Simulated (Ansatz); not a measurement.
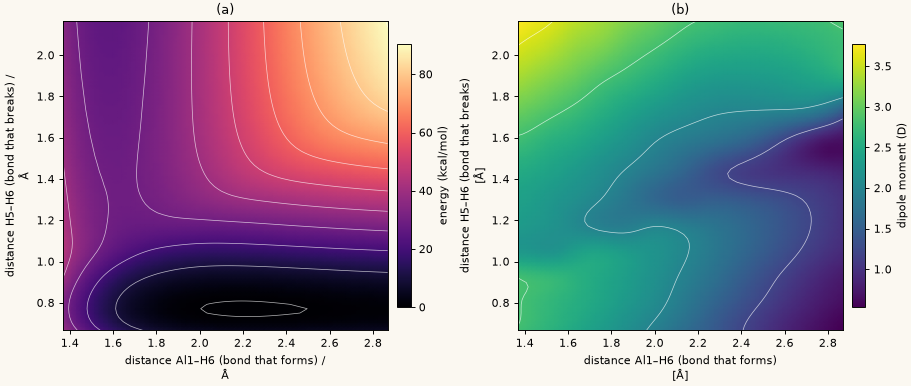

The reacting system AlCl3H2 (fragments AlCl₃ + H₂ where the first distance is long, AlCl₃H₂ where the second is long). First axis: distance Al1–H6 (bond that forms). Second axis: distance H5–H6 (bond that breaks). Relaxed at each point: all other coordinates. The grid has 13 × 13 points. Points are written as (first, second). Energies are in kcal/mol, from the lowest grid point. The reference is spin-restricted, so regions where a bond is pulled apart into radicals lie too high. Theory: RKS PBE0-D4/def2-SVP in Ansatz 0.2.0.

Panel (a) is the energy and panel (b) the computed dipole moment on the same grid.

The picture shows a smooth colour map with a few white contour lines. Between grid points the surface is interpolated.

**How does the dipole moment vary over the map, and what is it at the lowest grid point?**

Leaving out the highest fifth of the energies, it runs from 0.53 D at (2.868 Å, 0.666 Å) to 3.77 D at (1.368 Å, 2.166 Å). At the lowest grid point, (2.272 Å, 0.733 Å), it is 1.51 D.
